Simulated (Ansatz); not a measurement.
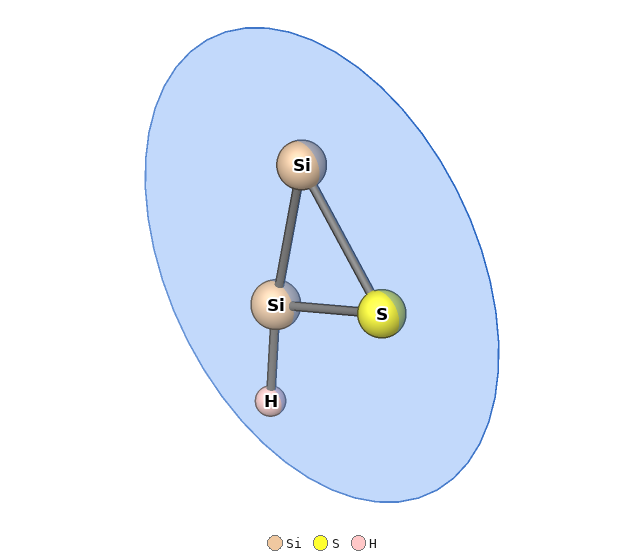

All proper rotation axes (lines) and mirror planes (discs) of the structure are drawn in. Distant atoms are faded towards the background colour. Charge +1, singlet. The computed structure is the end point of a PBE-D4/def2-SVP optimisation. No frequency run is at hand to confirm it as a minimum.

Name the symmetry elements and the point group.

It has 1 mirror plane. Point group Cs. The group has 2 operations. The geometry is achiral, and symmetry allows a dipole moment.
